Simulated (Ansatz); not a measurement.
The reference is LiF in the rock salt structure (space group Fm-3m, No. 225; a = 4.008 Å).

Structures relaxed with PBEsol/PAW in Ansatz (a quantum-chemistry and plane-wave program), without spin-orbit coupling.

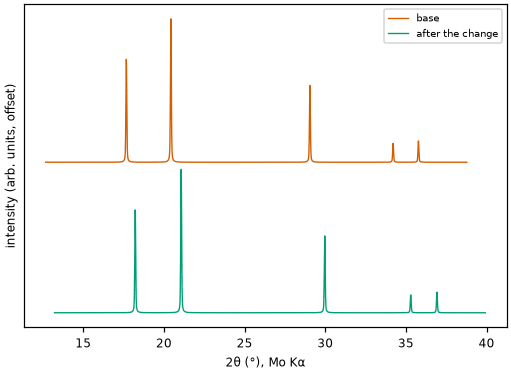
Simulated powder patterns before (top) and after one change

Question: Which of these changes matches the shifts?
A) isotropic strain −3.00 %
B) isotropic strain +3.00 %
C) isotropic strain −0.50 %
D) isotropic strain +0.50 %

Answer: A, isotropic strain −3.00 %. Its volume per atom is 7.34 Å³ against 8.05 Å³, and its space group is Fm-3m (No. 225).

Stability against distortions was not tested.
